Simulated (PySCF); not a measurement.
**BH2Cl (SMILES BCl): B3LYP/STO-6G**

What is the vertical singlet–triplet gap of BH2Cl at B3LYP/STO-6G? Input form: a Python script.

The results are computed with PySCF 2.14.0.

8 further runs of the same task are left out: 8 set aside as unsound or not needed.

### 1 The system as given

The species is BH2Cl (4 atoms), meant as a singlet with charge 0. As SMILES, `BCl`. The shape is that of a PBE0-D4/def2-TZVP optimisation.

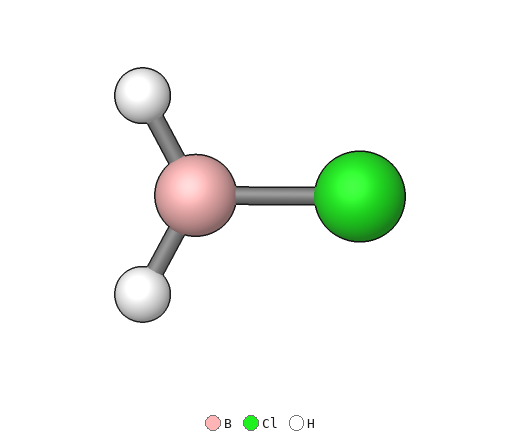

Viewed from a chosen angle; boron pink, chlorine green, hydrogen white.

### 2 A single-point energy at B3LYP/STO-6G

Input file calc.py:

```python
from pyscf import gto, dft

mol = gto.M(
    atom='''
B   -0.116700   0.021700  -0.075300
Cl   1.365000  -0.395300   0.721200
H   -1.106200  -0.559500   0.240400
H   -0.086600   0.872800  -0.906600
''',
    max_memory=1860,
    verbose=4,
    basis='sto-6g',
)

mf = dft.RKS(mol, xc='b3lyp')
mf.grids.level = 5
mf.conv_tol = 1e-10
mf.kernel()
if not mf.converged:
    mf = mf.newton().run(mf.mo_coeff, mf.mo_occ)

e_final = mf.e_tot
print(f'total energy: {e_final:.8f} hartree')
```

On the command line:

```bash
$ OMP_NUM_THREADS=1 python calc.py
```

Standard output:

```text
PySCF version 2.14.0

[INPUT] num. atoms = 4
[INPUT] num. electrons = 24
[INPUT] charge = 0
[INPUT] spin (= nelec alpha-beta = 2S) = 0
[INPUT] symmetry False subgroup None
[INPUT] Mole.unit = angstrom
[INPUT] Symbol           X                Y                Z      unit          X                Y                Z       unit  Magmom
[INPUT]  1 B     -0.116700000000   0.021700000000  -0.075300000000 AA   -0.220531038737   0.041007056903  -0.142296377180 Bohr   0.0
[INPUT]  2 Cl     1.365000000000  -0.395300000000   0.721200000000 AA    2.579476160031  -0.747008737041   1.362870481036 Bohr   0.0
[INPUT]  3 H     -1.106200000000  -0.559500000000   0.240400000000 AA   -2.090415038994  -1.057301766694   0.454290160345 Bohr   0.0
[INPUT]  4 H     -0.086600000000   0.872800000000  -0.906600000000 AA   -0.163650282387   1.649352961520  -1.713225704531 Bohr   0.0

nuclear repulsion = 37.7830159999581
number of shells = 10
number of NR pGTOs = 96
number of NR cGTOs = 16
basis = sto-6g
ecp = {}

******** <class 'pyscf.dft.rks.RKS'> ********
method = RKS
initial guess = minao
damping factor = 0
level_shift factor = 0
DIIS = <class 'pyscf.scf.diis.CDIIS'>
diis_start_cycle = 1
diis_space = 8
diis_damp = 0
SCF conv_tol = 1e-10
SCF conv_tol_grad = None
SCF max_cycles = 50
direct_scf = True
direct_scf_tol = 1e-13
XC library pyscf.dft.libxc version 7.0.0
    S. Lehtola, C. Steigemann, M. J.T. Oliveira, and M. A.L. Marques.,  SoftwareX 7, 1–5 (2018)
XC functionals = b3lyp
    P. J. Stephens, F. J. Devlin, C. F. Chabalowski, and M. J. Frisch.,  J. Phys. Chem. 98, 11623 (1994)
radial grids:
    Treutler-Ahlrichs [JCP 102, 346 (1995); DOI:10.1063/1.469408] (M4) radial grids

becke partition: Becke, JCP 88, 2547 (1988); DOI:10.1063/1.454033
pruning grids: <function nwchem_prune>
grids dens level: 5
symmetrized grids: False
atomic radii adjust function: <function treutler_atomic_radii_adjust>
small_rho_cutoff = 0
Set gradient conv threshold to 1e-05
Initial guess from minao.
tot grids = 133288
init E= -484.378171701809
  HOMO = -0.32327873972768  LUMO = -0.0299611643458764  gap/eV = 7.98158
cycle= 1 E= -484.597446188341  delta_E= -0.219  |g|= 0.248  |ddm|= 2.15
  HOMO = -0.226015949599801  LUMO = -0.0441320973115384  gap/eV = 4.94931
cycle= 2 E= -484.584812707195  delta_E= 0.0126  |g|= 0.324  |ddm|= 1.01
  HOMO = -0.259354172140225  LUMO = 0.00529476498538695  gap/eV = 7.20146
cycle= 3 E= -484.627529177229  delta_E= -0.0427  |g|= 0.00548  |ddm|= 0.538
  HOMO = -0.257384155314236  LUMO = 0.00774680559284124  gap/eV = 7.21458
cycle= 4 E= -484.627544564303  delta_E= -1.54e-05  |g|= 0.00133  |ddm|= 0.0157
  HOMO = -0.25799079160472  LUMO = 0.00751175549826955  gap/eV = 7.22469
cycle= 5 E= -484.627545569263  delta_E= -1e-06  |g|= 0.000182  |ddm|= 0.00339
  HOMO = -0.257945838529679  LUMO = 0.00750405581145469  gap/eV = 7.22326
cycle= 6 E= -484.627545585127  delta_E= -1.59e-08  |g|= 2.63e-05  |ddm|= 0.000372
  HOMO = -0.257939072029618  LUMO = 0.0075005761876113  gap/eV = 7.22298
cycle= 7 E= -484.627545585435  delta_E= -3.07e-10  |g|= 7.27e-07  |ddm|= 5.78e-05
  HOMO = -0.257939369277062  LUMO = 0.00750072813552721  gap/eV = 7.22299
cycle= 8 E= -484.627545585435  delta_E=    0  |g|= 4.98e-08  |ddm|= 1.43e-06
  HOMO = -0.257939387574792  LUMO = 0.00750074520301947  gap/eV = 7.22299
Extra cycle  E= -484.627545585435  delta_E= -1.14e-13  |g|= 4.61e-08  |ddm|= 1.75e-07
converged SCF energy = -484.627545585435
total energy: -484.62754559 hartree
```

It took 2.5 s on 1 thread of Arm Neoverse V1, shared host; peak memory 0.18 GiB.

### 3 The triplet

Input file job.py:

```python
from pyscf import gto, dft

mol = gto.Mole()
mol.atom = 'B -0.116700 0.021700 -0.075300; Cl 1.365000 -0.395300 0.721200; H -1.106200 -0.559500 0.240400; H -0.086600 0.872800 -0.906600'
mol.max_memory = 1860
mol.basis = 'sto-6g'
mol.charge = 0
mol.spin = 2
mol.verbose = 4
mol.build()

mf = dft.UKS(mol)
mf.xc = 'b3lyp'
mf.grids.level = 5
mf.conv_tol = 1e-10
mf.kernel()
if not mf.converged:
    mf = mf.newton().run(mf.mo_coeff, mf.mo_occ)

energy = mf.e_tot
print('E = %.10f Eh' % energy)
```

On the command line:

```bash
$ OMP_NUM_THREADS=1 python job.py
```

Standard output:

```text
PySCF version 2.14.0

[INPUT] num. atoms = 4
[INPUT] num. electrons = 24
[INPUT] charge = 0
[INPUT] spin (= nelec alpha-beta = 2S) = 2
[INPUT] symmetry False subgroup None
[INPUT] Mole.unit = angstrom
[INPUT] Symbol           X                Y                Z      unit          X                Y                Z       unit  Magmom
[INPUT]  1 B     -0.116700000000   0.021700000000  -0.075300000000 AA   -0.220531038737   0.041007056903  -0.142296377180 Bohr   0.0
[INPUT]  2 Cl     1.365000000000  -0.395300000000   0.721200000000 AA    2.579476160031  -0.747008737041   1.362870481036 Bohr   0.0
[INPUT]  3 H     -1.106200000000  -0.559500000000   0.240400000000 AA   -2.090415038994  -1.057301766694   0.454290160345 Bohr   0.0
[INPUT]  4 H     -0.086600000000   0.872800000000  -0.906600000000 AA   -0.163650282387   1.649352961520  -1.713225704531 Bohr   0.0

nuclear repulsion = 37.7830159999581
number of shells = 10
number of NR pGTOs = 96
number of NR cGTOs = 16
basis = sto-6g
ecp = {}

******** <class 'pyscf.dft.uks.UKS'> ********
method = UKS
initial guess = minao
damping factor = 0
level_shift factor = 0
DIIS = <class 'pyscf.scf.diis.CDIIS'>
diis_start_cycle = 1
diis_space = 8
diis_damp = 0
SCF conv_tol = 1e-10
SCF conv_tol_grad = None
SCF max_cycles = 50
direct_scf = True
direct_scf_tol = 1e-13
number electrons alpha = 13  beta = 11
XC library pyscf.dft.libxc version 7.0.0
    S. Lehtola, C. Steigemann, M. J.T. Oliveira, and M. A.L. Marques.,  SoftwareX 7, 1–5 (2018)
XC functionals = b3lyp
    P. J. Stephens, F. J. Devlin, C. F. Chabalowski, and M. J. Frisch.,  J. Phys. Chem. 98, 11623 (1994)
radial grids:
    Treutler-Ahlrichs [JCP 102, 346 (1995); DOI:10.1063/1.469408] (M4) radial grids

becke partition: Becke, JCP 88, 2547 (1988); DOI:10.1063/1.454033
pruning grids: <function nwchem_prune>
grids dens level: 5
symmetrized grids: False
atomic radii adjust function: <function treutler_atomic_radii_adjust>
small_rho_cutoff = 0
Set gradient conv threshold to 1e-05
tot grids = 133288
init E= -484.378171701809
[... the frontier-level lines of each cycle are left out ...]


cycle= 1 E= -484.417588498479  delta_E= -0.0394  |g|= 0.0752  |ddm|= 1.82


cycle= 2 E= -484.417524596712  delta_E= 6.39e-05  |g|= 0.0797  |ddm|= 0.365


cycle= 3 E= -484.425027224874  delta_E= -0.0075  |g|= 0.0193  |ddm|= 0.218


cycle= 4 E= -484.425426080118  delta_E= -0.000399  |g|= 0.00379  |ddm|= 0.0463


cycle= 5 E= -484.425438767206  delta_E= -1.27e-05  |g|= 0.000901  |ddm|= 0.00615


cycle= 6 E= -484.425439666692  delta_E= -8.99e-07  |g|= 0.00012  |ddm|= 0.00186


cycle= 7 E= -484.425439684867  delta_E= -1.82e-08  |g|= 8.97e-06  |ddm|= 0.000347


cycle= 8 E= -484.425439684982  delta_E= -1.15e-10  |g|= 1.01e-06  |ddm|= 2.62e-05


cycle= 9 E= -484.425439684982  delta_E= -4.55e-13  |g|= 3.07e-07  |ddm|= 2.63e-06


Extra cycle  E= -484.425439684982  delta_E= -1.14e-13  |g|= 2.15e-07  |ddm|= 1.23e-06
converged SCF energy = -484.425439684982  <S^2> = 2.0010516  2S+1 = 3.000701
E = -484.4254396850 Eh
```

Run time: 4.2 s. Hardware: 1 thread of Arm Neoverse V1, shared host; peak memory 0.19 GiB.

### 4 Summary of results

At B3LYP/STO-6G:

| quantity | value |
| --- | --- |
| singlet: total energy | -484.62755 Eh |
| singlet: dipole moment | 0.93 D |
| singlet: HOMO energy | -7.02 eV |
| singlet: LUMO energy | 0.20 eV |
| singlet: HOMO–LUMO gap | 7.22 eV |
| triplet: total energy | -484.42544 Eh |
| triplet: dipole moment | 0.20 D |
| triplet: HOMO energy (highest over α and β) | -1.62 eV |
| triplet: ⟨S²⟩ | 2.001 |
| vertical energy of the triplet above the singlet | 5.500 eV |

**Reading.** At this shape the triplet lies 5.50 eV (127 kcal/mol) above the singlet. In a minimal basis such a difference can be off by several eV, whatever the method. Mulliken charges (triplet) run from -0.07 on B1 to +0.03 on H3; they depend strongly on the basis.
